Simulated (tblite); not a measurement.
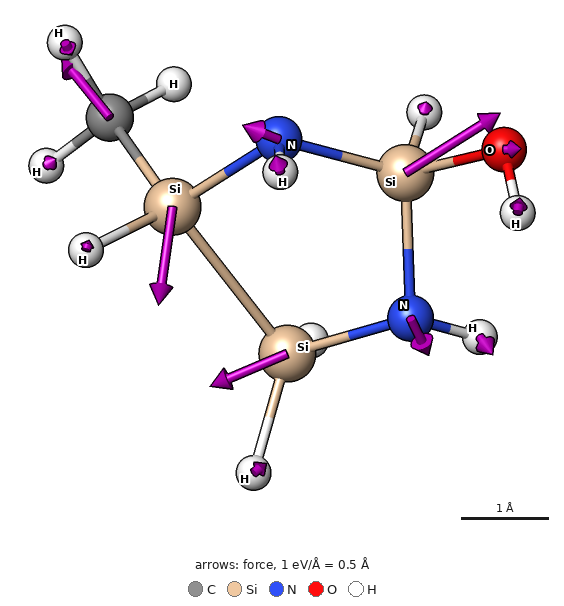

Starting geometry of CH10N2OSi3 with the computed forces as purple arrows. Style: ball-and-stick. Shown at a tilt.

Level of theory: GFN2-xTB geometry optimisation, gas phase (tblite 0.8.0). 

Question: Is this structure relaxed? If not, where do the atoms go?

Answer: It isn't relaxed: the largest force vector, on a Si atom, is 2.68 eV/Å. The final displacements have little in common with the starting forces (cosine between the two patterns 0.15). The atom that moves furthest after the best rigid fit is an H atom (1.46 Å). By element the largest moves are H 1.46 Å, O 0.51 Å, N 0.41 Å, Si 0.35 Å, C 0.31 Å. Near-neighbour distances that change, for instance: Si–Si 2.717 → 3.048 Å, C–Si 1.820 → 1.904 Å, N–Si 1.688 → 1.730 Å, Si–Si 2.338 → 2.299 Å. Among the angles between lasting bonds that change: Si–N–Si 105.6° → 123.2°, Si–N–Si 106.6° → 123.0°, O–Si–H 114.2° → 101.0°. Groups turn about O–Si by about 30°. After 127 geometry steps the energy has fallen by 1.091 eV. Cost: 0.88 s on 1 thread of Intel(R) Xeon(R) 6975P-C, with other jobs on the host.
